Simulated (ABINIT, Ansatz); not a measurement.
# InGaN2 (P3m1): G0W0 with ABINIT, start to end, part 3 of 3

Aim: the G0W0 gap of InGaN2 (P3m1) on LDA, step by step.

ABINIT 10.8.3; LDA and many-body steps on it, plane waves. Known limits of the many-body steps: not at the basis limit; screening runs away on this mesh; no spin-orbit coupling; coarse k mesh.

So far. Step 3 (Bands along the symmetry lines): The gap is 0.235 eV, as in the run before at this level. Step 4 (Empty states on the mesh, 3×3×2 mesh, 209 bands): On this mesh the gap is 0.235 eV.

### Step 5. Screening, 3×3×2 mesh, 191 bands, screening to 217.7 eV

The RPA dielectric matrix is built and inverted for each q.

This step: RPA screening on LDA, plane waves, norm-conserving pseudopotentials.

Input file run.abi:

```
acell 3*1.0 Angstrom
rprim 
  3.399288205422 -0.000000000005 0.000000000000
  -1.699644102707 2.943869940683 0.000000000000
  0.000000000000 0.000000000000 5.551613000000
ntypat 3
znucl 49 31 7
natom 4
typat 1 2 3 3
xred 
  0.000000000000 0.000000000000 0.998402000000
  0.666666666667 0.333333333333 0.495356000000
  0.666666666667 0.333333333333 0.145617000000
  0.000000000000 0.000000000000 0.602224000000
pp_dirpath "pseudos"
pseudos "In.upf, Ga.upf, N.upf"
ecut 45
ngkpt 3 3 2
nshiftk 1
shiftk 0 0 0
kptopt 1
chksymbreak 0
istwfk *1
occopt 1
irdwfk 1
optdriver 3
nband 191
ecuteps 8
inclvkb 2
awtr 1
symchi 1
indata_prefix "in"
outdata_prefix "out"
tmpdata_prefix "tmp"
```

On the command line:

```
> OMP_NUM_THREADS=1 mpirun -n 4 abinit run.abi > log
```

Numbers of over 12 decimals in the logs are rounded to 6 here.

The program printed:

```text
.Version 10.8.3 of ABINIT. v10.8.2 released Aug 2026.

 Symmetries : space group P3 m 1 (#156); Bravais hP (primitive hexag.)
[... echo of the input left out ...]
== DATASET  1 ==================================================================
-   mpi_nproc: 4, omp_nthreads: 1 (-1 if OMP is not activated)

--- !DatasetInfo
iteration_state: {dtset: 1, }
dimensions: {natom: 4, nkpt: 6, mband: 191, nsppol: 1, nspinor: 1, nspden: 1, mpw: 5432, }
cutoff_energies: {ecut:  45.0, pawecutdg:  -1.0, }
electrons: {nelect:   5.20000000E+01, charge:   0.00000000E+00, occopt:   1.00000000E+00, tsmear:   1.00000000E-02, }

 SCREENING: Calculation of the susceptibility and dielectric matrices

 Based on a program developped by R.W. Godby, V. Olevano, G. Onida, and L. Reining.
 Incorporated in ABINIT by V. Olevano, G.-M. Rignanese, and M. Torrent.
.Using double precision arithmetic ; gwpc =  8

[... cell and pseudopotentials left out ...]
--------------------------------------------------------------------------------

 ==== K-mesh for the wavefunctions ====
 Number of points in the irreducible wedge :     6
[... list of points left out ...]
 Together with  6 symmetry operations and time-reversal symmetry
 yields    18 points in the full Brillouin Zone.

 ==== Q-mesh for the screening function ====
 Number of points in the irreducible wedge :     6
[... list of points left out ...]
 Together with  6 symmetry operations and time-reversal symmetry
 yields    18 points in the full Brillouin Zone.

 setmesh: FFT mesh size selected  =    24x   24x   45
          total number of points  =        25920

 vcoul_init : cutoff-mode = AUXILIARY_FUNCTION
 q-points for optical limit:   1
     1)      0.000010    0.000020    0.000030

- screening: taking advantage of time-reversal symmetry
- Maximum band index for partially occupied states nbvw = 26
- Remaining bands to be divided among processors   nbcw = 165
- Number of bands treated by each node ~41

 Number of electrons calculated from density =   52.0000; Expected =   52.0000
 average of density, n =  0.138701
 r_s =    1.1984
 omega_plasma =   35.9249 [eV]

 calculating chi0 at frequencies [eV] :
  1    0.000000E+00    0.000000E+00
  2    0.000000E+00    3.592494E+01

--------------------------------------------------------------------------------
  q-point number  1        q = ( 0.000000, 0.000000, 0.000000) [r.l.u.]
--------------------------------------------------------------------------------
[... chi0 elements left out ...]
 For q-point:  0.000010 0.000020 0.000030
  dielectric constant = 731.6359
  dielectric constant without local fields = 947.9795

  Average fulfillment of the sum rule on Im[epsilon] for q-point    1 :     61.07  [%]
[... wings left out ...]
  q-point number  2        q = ( 0.333333, 0.000000, 0.000000) [r.l.u.]
--------------------------------------------------------------------------------
[... chi0 elements left out ...]
  Average fulfillment of the sum rule on Im[epsilon] for q-point    2 :     65.19  [%]

 [... 4 further q-points ...]
```

The job ended after 1.9 min (4 MPI ranks of Arm Neoverse N1, shared host; peak memory 1.1 GiB).

Numbers from this step:

```
ε∞ with local fields, on this mesh, along the program's q direction : 731.6
the same without local fields                                       : 948.0
plasma frequency                                                    : 35.92 eV
plane waves in the screening matrix                                 : 391
```

Local fields lower ε∞ by 23 %. The value itself is an artefact of the mesh, where one narrow direct gap carries too much weight.

### Step 6. Self-energy, 3×3×2 mesh, 191 bands, screening to 217.7 eV

The self-energy is evaluated for the states that the input lists, and the levels follow from it, in one-shot runs by the linearised quasiparticle equation.

This step: G0W0 on LDA, plane waves, norm-conserving pseudopotentials.

run.abi: that of step 5 with these lines changed.

```diff
@@ -25,8 +25,15 @@
 irdwfk 1
-optdriver 3
+optdriver 4
 nband 191
+gwcalctyp 0
+ecutsigx 45
+symsigma 1
+nkptgw 1
+kptgw 
+  0.0000000000 0.0000000000 0.0000000000
+bdgw 
+  25 28
 ecuteps 8
-inclvkb 2
-awtr 1
-symchi 1
+irdscr 1
+ppmodel 1
 indata_prefix "in"
```

The program printed:

```text
.Version 10.8.3 of ABINIT. v10.8.2 released Aug 2026.

 Symmetries : space group P3 m 1 (#156); Bravais hP (primitive hexag.)
[... echo of the input left out ...]
== DATASET  1 ==================================================================
-   mpi_nproc: 4, omp_nthreads: 1 (-1 if OMP is not activated)

--- !DatasetInfo
iteration_state: {dtset: 1, }
dimensions: {natom: 4, nkpt: 6, mband: 191, nsppol: 1, nspinor: 1, nspden: 1, mpw: 5432, }
cutoff_energies: {ecut:  45.0, pawecutdg:  -1.0, }
electrons: {nelect:   5.20000000E+01, charge:   0.00000000E+00, occopt:   1.00000000E+00, tsmear:   1.00000000E-02, }

 SIGMA: Calculation of the GW corrections

 Based on a program developped by R.W. Godby, V. Olevano, G. Onida, and L. Reining.
 Incorporated in ABINIT by V. Olevano, G.-M. Rignanese, and M. Torrent.
.Using double precision arithmetic ; gwpc =  8

[... cell and pseudopotentials left out ...]
--------------------------------------------------------------------------------

 ==== K-mesh for the wavefunctions ====
 Number of points in the irreducible wedge :     6
[... list of points left out ...]
 Together with  6 symmetry operations and time-reversal symmetry
 yields    18 points in the full Brillouin Zone.

 ==== Q-mesh for screening function ====
 Number of points in the irreducible wedge :     6
[... list of points left out ...]
 Together with  6 symmetry operations and time-reversal symmetry
 yields    18 points in the full Brillouin Zone.

 vcoul_init : cutoff-mode = AUXILIARY_FUNCTION
 q-points for optical limit:   1
     1)      0.000010    0.000020    0.000030
 setmesh: FFT mesh size selected  =    36x   36x   64
          total number of points  =        82944

 Number of electrons calculated from density =   52.0000; Expected =   52.0000
 average of density, n =  0.138701
 r_s =    1.1984
 omega_plasma =   35.9249 [eV]

 === KS Band Gaps ===
  >>>> For spin  1
   Minimum direct gap =   0.2349 [eV], located at k-point      :   0.0000  0.0000  0.0000
   Fundamental gap    =   0.2349 [eV], Top of valence bands at :   0.0000  0.0000  0.0000
                                       Bottom of conduction at :   0.0000  0.0000  0.0000
 SIGMA fundamental parameters:
 PLASMON POLE MODEL  1
 number of plane-waves for SigmaX                 5383
 number of plane-waves for SigmaC and W            391
 number of plane-waves for wavefunctions          5383
 number of bands                                   191
 number of independent spin polarizations            1
 number of spinorial components                      1
 number of k-points in IBZ                           6
 number of q-points in IBZ                           6
 number of symmetry operations                       6
 number of k-points in BZ                           18
 number of q-points in BZ                           18
 number of frequencies for dSigma/dE                 9
 frequency step for dSigma/dE [eV]                0.25
 number of omega for Sigma on real axis              0
 max omega for Sigma on real axis  [eV]           0.00
 zcut for avoiding poles [eV]                     0.10

 EPSILON^-1 parameters (SCR file):
 dimension of the eps^-1 matrix on file            391
 dimension of the eps^-1 matrix used               391
 number of plane-waves for wavefunctions          5383
 number of bands                                   191
 number of q-points in IBZ                           6
 number of frequencies                               2
 number of real frequencies                          1
 number of imag frequencies                          1

 matrix elements of self-energy operator (all in [eV])

 Perturbative Calculation

--- !SelfEnergy_ee
iteration_state: {dtset: 1, }
kpoint     : [   0.000,    0.000,    0.000, ]
spin       : 1
KS_gap     :    0.235
QP_gap     :    0.783
Delta_QP_KS:    0.548
data: !SigmaeeData |
     Band     E0 <VxcDFT>   SigX SigC(E0)      Z dSigC/dE  Sig(E)    E-E0       E
       25   6.073 -18.214 -21.589   3.279   0.775  -0.291 -18.289  -0.075   5.999
       26   6.073 -18.214 -21.589   3.279   0.775  -0.291 -18.289  -0.075   5.999
       27   6.308 -14.069  -9.826  -3.655   0.806  -0.241 -13.595   0.474   6.782
       28   9.139 -13.894  -8.530  -4.516   0.816  -0.226 -13.202   0.692   9.831

== END DATASET(S) ==============================================================
================================================================================

 -outvars: echo values of variables after computation  --------
           etotal      0.0000000000E+00
            nband         191
             nkpt           6
          spgroup         156
 [... the other variables as echoed above ...]

 Calculation completed.
```

Run time: 21 s. Hardware: 4 MPI ranks; peak memory 0.99 GiB; 83 s of CPU time.

This step gave:

```yaml
g0w0_gap_on_the_points_computed: 0.7830 eV
starting_gap_on_the_mesh: 0.2351 eV
k_of_the_valence_top: 0, 0, 0
k_of_the_conduction_bottom: 0, 0, 0
z_at_the_valence_top: 0.775
z_at_the_conduction_bottom: 0.806
least_direct_g0w0_gap_on_the_computed_points: 0.7830 eV
```

The gap on the mesh goes from 0.24 eV to 0.78 eV, a correction of +0.55 eV.

Limits: finite bands, cutoff and mesh; no spin-orbit coupling; coarse k mesh. v1 is the top filled band, c1 the lowest empty one. Levels before and after the correction, in eV, zero at the valence-band top of each column:

```csv
,conduction bottom,valence top
Kohn-Sham,0.24,0.00
G0W0,0.78,0.00
```

|  | level | energy (eV) |
| --- | --- | --- |
| Kohn-Sham | Γ v2-v1 | 0.000 |
| Kohn-Sham | Γ c1 | 0.235 |
| Kohn-Sham | Γ c2 | 3.066 |
| G0W0 | Γ v2-v1 | 0.000 |
| G0W0 | Γ c1 | 0.783 |
| G0W0 | Γ c2 | 3.832 |

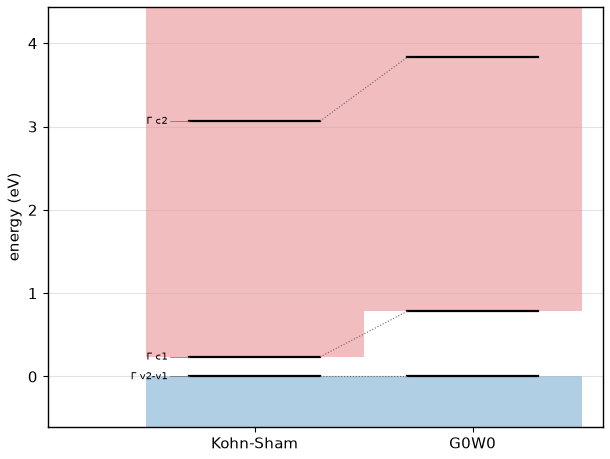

Levels before and after the correction. Shaded: valence and conduction bands.

### Step 7. Where the time went

Times are wall times on 4 MPI ranks of Arm Neoverse N1, shared host, good to a factor of about two.

```csv
step,time,share,memory (GiB)
ground state,1.7 min,21 %,0.38
bands along the symmetry lines,100 s,20 %,0.48
empty states on the mesh,2.5 min,31 %,0.41
screening,1.9 min,24 %,1.1
self-energy,21 s,4 %,0.99
```

### Step 8. Outcome

```json
{
  "LDA gap": "0.24 eV, direct",
  "G0W0 gap on the mesh": "0.78 eV",
  "GW settings": "3×3×2 mesh, 191 bands, screening to 217.7 eV, Godby-Needs plasmon pole",
  "known limits": "not at the basis limit; screening runs away on this mesh; no spin-orbit coupling; coarse k mesh"
}
```

In words: G0W0 moves the gap on the mesh from 0.24 eV to 0.78 eV (+0.55 eV), with Z of 0.78 and 0.81 at the edges. Local fields lower the RPA ε∞ on this mesh from 947.98 to 731.64; a Γ-centred mesh this coarse tends to raise both, most where the direct gap is narrow, while a short band sum lowers them. Only 1 of the mesh's irreducible points was corrected, so a valley elsewhere could overtake. Bands and cutoff are finite, so the gap is not at the basis limit. The miss can reach some tenths of an eV and take either sign; the mesh is an error of its own. In the G0W0 run levels were corrected at 1 k point alone, so a gap called «on the mesh» is the least over those, and an edge elsewhere would be missed. The 3×3×2 mesh is coarse for this cell, which bears on the long-range parts of exchange and screening. On this mesh the RPA ε∞ passes 90, more than nearly any semiconductor shows; a coarse mesh does this where one point with a narrow direct gap carries much weight. The screening is then too strong, and the G0W0 gap should not be taken as the material's. The many-body steps are scalar-relativistic: spin-orbit coupling is not in them.

[Paths, hosts, dates, memory and timing lines, banners, echoed tables and standing remarks are left out of the program output.]

[Logs are printed without paths, hosts, clocks, repeated set-up lines and the standing remarks that a program may print on its own settings, such as how far it seeks lower states.]

[Runs of the session that timed out or met a known fault of the program may be left out.]

[Hosts, paths, dates, database ids (printed as entryN), source tags and the programs' standing remarks are cut or masked in the printed files.]

[G0W0 gaps are taken among the corrected bands and points alone; a level outside them can change the order at an edge.]

[Where Ansatz stands beside ABINIT at settings called matched, ABINIT's density can come from a denser mesh and the files from another edition; pairs whose starting gaps differed by over 0.03 eV were left out, so agreement reads better than it is.]
